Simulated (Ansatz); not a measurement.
The calculation's input:

```
crystal:
  periodic: [false, false, false]
  atoms:
    - {symbol: "N", position_ang: [0.000000, 0.000000, -0.769988]}
    - {symbol: S, position_ang: [0.000000, 0.000000, 2.739710]}
    - {symbol: Sb, position_ang: [0.000000, 0.000000, -2.770480]}
    - {symbol: Si, position_ang: [0.000000, 0.000000, 0.800758]}
basis:
  gaussian: {orbitals: def2-TZVPD}
magnetization: {spin_polarized: true, initial_magnetization: 2}
hamiltonian: {xc: pbe0}
output: {forces: true, orbitals: {seedname: orbitals}}
```

Launched as:

```sh
ansatz run input.yaml --threads 1 --pin off --max-ram 2610MiB --events-out events.jsonl --progress --plain --runs-dir runs
```

Geometry: r2SCAN-D4/def2-SVP; core potentials replace the inner electrons of Sb.

All numbers below come from Ansatz, isolated molecule in a Gaussian basis; Kohn-Sham density functional theory, functional PBE0.

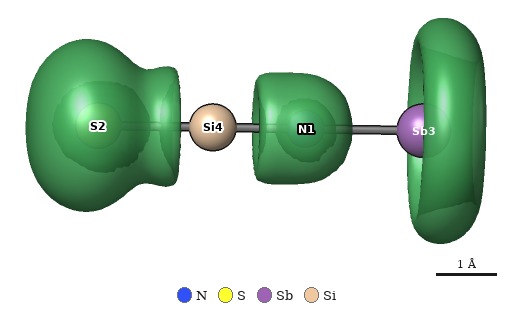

NSSbSi (triplet). Isosurface of the ELF at 0.75 (green), seen from one side. Only the valence region is drawn (cores and ρ < 0.01 e/Å³ removed).

**What do the ELF domains correspond to?**

The ELF exceeds this value in one region on S in which the atom's valence shell and bonds are merged, one region wrapped around N (its valence shell) and one region wrapped around Sb (its valence shell). Profiles from the grid: Si–N (1.57 Å): the ELF peaks at about 0.80 between the atoms, as expected for a short, strongly polar bond. Si–S (1.94 Å): the ELF peaks at about 0.80 between the atoms, as expected for a covalent bond.
